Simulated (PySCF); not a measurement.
C₅H₆O₂Si

Input

```
{"job": {"kind": "uv", "xc": "PBE0", "basis": "def2-SVPD", "nstates": 8, "ntriplets": 3}, "charge": 0, "multiplicity": 1}
O      0.710774     2.340425    -0.218682
C      0.705266     1.151052    -0.018812
C      1.781424     0.190093    -0.379149
C      1.519732    -1.013669     0.130565
C      0.239692    -0.989681     0.887457
O     -0.206774    -1.879567     1.568182
C     -0.377048     0.348783     0.631159
Si    -1.847316     0.148376    -0.603984
H      2.637175     0.486649    -0.960927
H      2.117400    -1.905416     0.051715
H     -0.777980     0.816238     1.529095
H     -2.834063    -0.702441     0.050942
H     -1.315511    -0.480200    -1.814627
H     -2.353447     1.488885    -0.875099
```

Run with:

```sh
OMP_NUM_THREADS=1 python probes_run.py task.json out
```

Geometry: GFN2-xTB.

Computed with PBE0/def2-SVPD, SCF density, gas phase (PySCF).

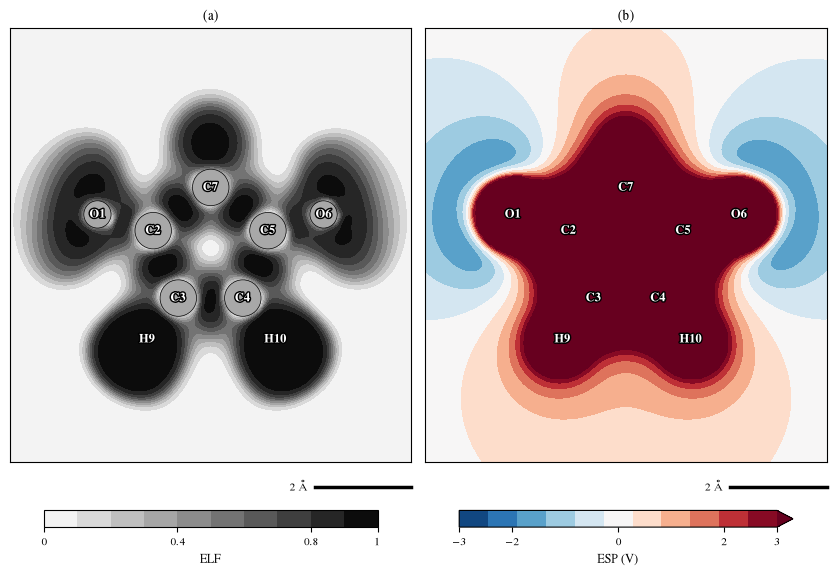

Figure 1. (a) ELF; (b) molecular electrostatic potential on the plane of atoms C2, C3 and H9. Grey discs cover the atomic cores in the ELF map.

Q: Describe what can be read from this map.

A: The plane passes through O, C and H nuclei. C–O (1.21 Å): the ELF peaks at about 0.85 between the atoms; a multiple bond. C–C (1.33 Å): the ELF peaks at about 0.95 between the atoms; a multiple bond. C–H (1.08 Å): the ELF climbs to about 1 towards the hydrogen, as it does in any bond to H (an ordinary covalent bond to hydrogen). C–C (1.49 Å): the ELF peaks at about 0.95 between the atoms (localised, covalent bonding). The ELF also peaks beside O1 and O6, away from the bonds: lone-pair regions. Outside the dense part of the molecule the potential is most negative (−1.8 V) near O1 and O6.

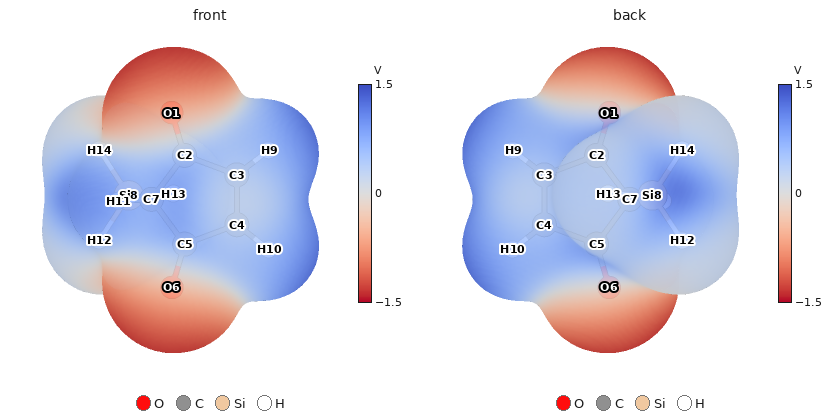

Figure 2. The electrostatic potential painted on the density surface at 0.001 e/bohr³, seen from the front and from behind; red is negative and blue positive.

Q: Describe the electrostatic potential map.

A: The most negative region (about −1.3 V) lies over O1 and O6, the most positive (about +1.2 V) over Si8, H9 and H10.
